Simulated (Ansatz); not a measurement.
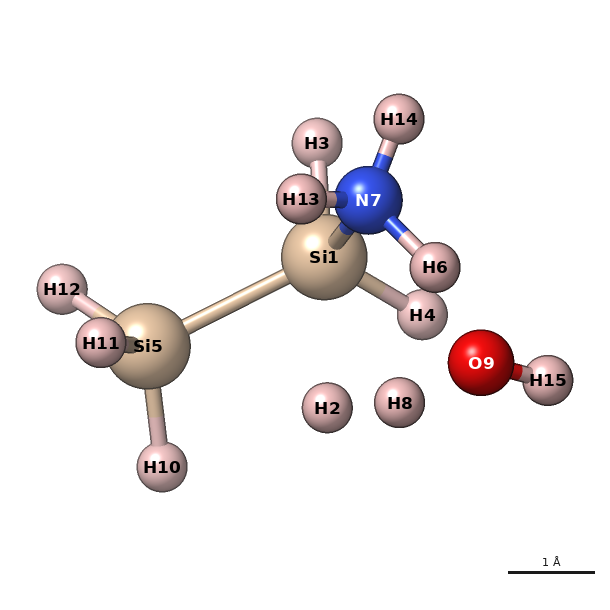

Figure made from data computed with Ansatz.

Geometry: start.

Find the hydrogen bonds (donors O, N, F, S or Cl) and give their geometry.

```json
{"D–H···A": "N7–H6···O9", "D–H (Å)": "1.21", "H···A (Å)": "1.31", "angle (°)": "161", "kind": "intermolecular"}
```
